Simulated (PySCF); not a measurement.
**C5H8, SMILES `C1C2CC1C2`: what the electrons do**

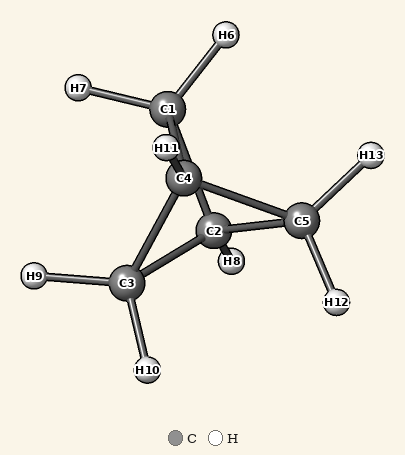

The molecule, with its atoms numbered as below. No frequency check shows the geometry to be a minimum.

Cartesian coordinates (Å):

```
C1      -0.3153   -1.1826   -0.0017
C2       0.0001   -0.0016    0.9297
C3      -0.8666    0.8643    0.0014
C4      -0.0001    0.0016   -0.9296
C5       1.1818    0.3182    0.0001
H6       0.3916   -2.0101   -0.0023
H7      -1.3402   -1.5484   -0.0018
H8       0.0004   -0.0040    2.0147
H9      -1.9366    0.6660    0.0006
H10     -0.6708    1.9349    0.0023
H11     -0.0002    0.0040   -2.0145
H12      1.5450    1.3441    0.0017
H13      2.0111   -0.3865   -0.0002
```

### 1. Excited states

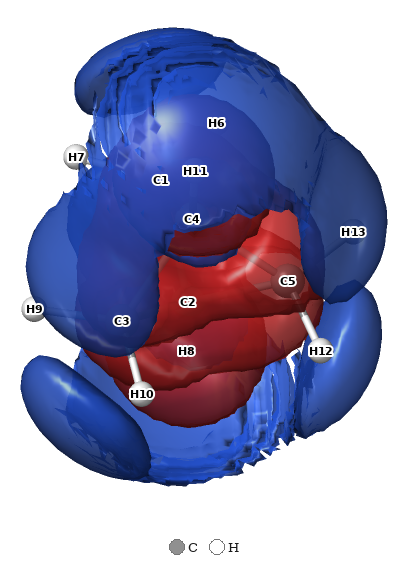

Unrelaxed difference density of T₁ less the ground state (TDA triplet states), ±0.006 e/Å³; blue: gain, red: loss.

PySCF calculation, ωB97X/def2-SVPD, gas phase; geometry: GFN2-xTB.

Q: How does the charge move on excitation?

A: 0.74 e is displaced in all, largely into diffuse regions outside the molecule. The state: 9.05 eV (137 nm), spin-forbidden from the singlet ground state, diffuse (Rydberg-like) orbital; the leading pair carries 95 %; hole on C2 and C4 (21 % each), H8 and H11 (13 % each) and C1, C3 and C5 (10 % each), electron on H8 and H11 (17 % each), C2 and C4 (11 % each) and C1, C3 and C5 (7 % each) (atom shares of so diffuse an orbital are rough); their centroids lie 0.0 Å apart; T₂ lies within 0.1 eV of it.

### 2. In an electric field

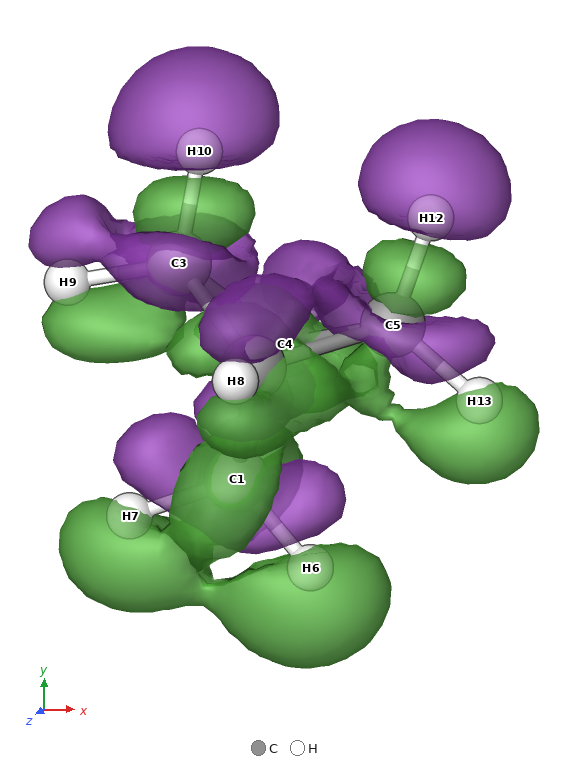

Change of the electron density in a uniform field of 0.51 V/Å, surfaces at ±0.004 e/Å³ (purple: gain, green: loss).

Computed with PySCF, PBE0/def2-SVPD, geometry: GFN2-xTB.

The field was applied in both directions; the picture shows the one opposite to the script's first.

Q: Along which Cartesian direction does the field point?

A: Along −y: electrons gather on the +y side, against the field.

Q: How large is the response?

A: The induced dipole is 1.42 D (along the field); α along this axis, from the fields in both directions, is 56 bohr³ (8.3 Å³).

### 3. Removing or adding an electron

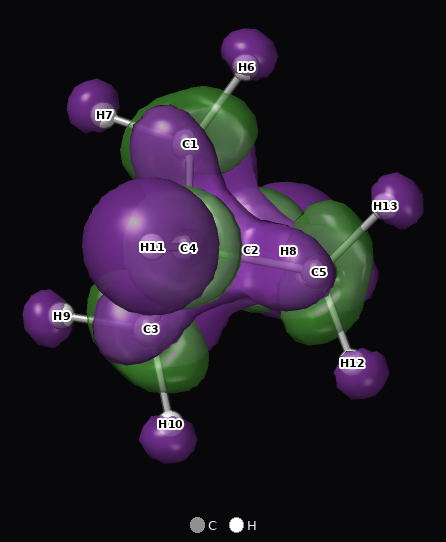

Fukui function f⁻ = ρ(N) − ρ(N−1) at fixed geometry, surfaces at ±0.03 e/Å³ (purple positive, green negative).

PySCF calculation, M06-2X/6-31+G*, gas phase; geometry: GFN2-xTB.

Q: Which atoms respond most to the removal of an electron?

A: f⁻ (Hirshfeld-condensed) is largest on H8 and H11 (0.14 each) and C2 and C4 (0.10 each); the vertical ionisation energy is 10.84 eV. Condensed values hint at sites of electrophilic attack but needn't mark the atom that reacts. Shares this close don't rank the sites. Orbital relaxation makes it negative in places (0.23 e in all).

```tsv
atom	f⁻	charge
C1	+0.08	−0.07
C2	+0.10	−0.04
C3	+0.08	−0.07
C4	+0.10	−0.04
C5	+0.08	−0.07
H6	+0.05	+0.03
H7	+0.05	+0.03
H8	+0.14	+0.04
H9	+0.05	+0.03
H10	+0.05	+0.03
H11	+0.14	+0.04
H12	+0.05	+0.03
H13	+0.05	+0.03
```

### 4. Localised orbitals

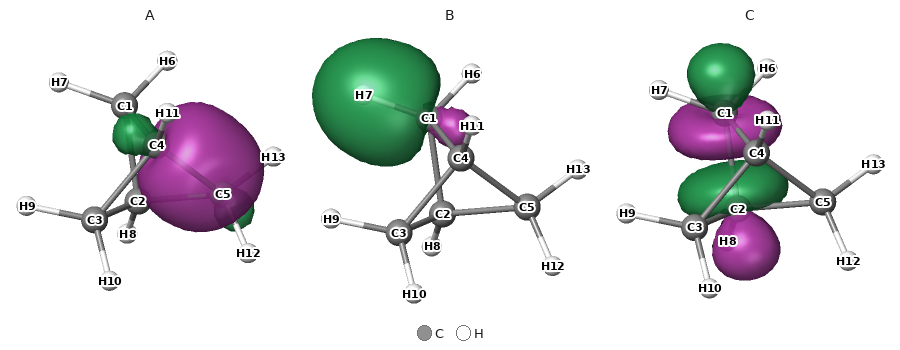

Intrinsic bond orbitals (IBO), occupied and valence-virtual; each surface holds about 80 % of the orbital's density. Energies are diagonal elements of the Fock matrix.

Method: B3LYP/def2-SVP; geometry: GFN2-xTB; program: PySCF.

Q: Name the orbitals, with their atomic make-up and energies.

A: By panel:
- A: σ bond C5–C4 (C5 50 %, C4 49 %; −13.2 eV)
- B: σ bond C1–H7 (C1 56 %, H7 43 %; −13.0 eV)
- C: σ* orbital C2–C1 (C2 50 %, C1 49 %; 8.9 eV)
